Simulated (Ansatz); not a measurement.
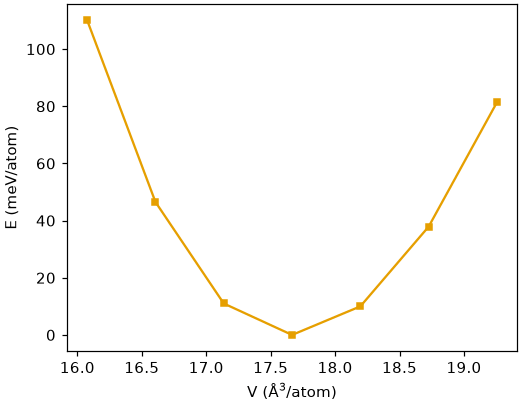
Fig. 1. Ta (bcc (W type), space group No. 229) under volume change, DFT-PBEsol in the program Ansatz with PAW potentials, scaled uniformly.

Task: What does a third-order Birch–Murnaghan fit give for V₀, B₀ and B′?

Result: V₀ = 17.67 Å³/atom, B₀ = 210 GPa, B′ = 3.9.

Space group Im-3m (bcc (W type)). The PBEsol relaxation kept the symmetry of its start. The run is not spin-polarised. Spin–orbit coupling is left out wherever it is not named.

Potentials: the later of the program's two PAW sets.
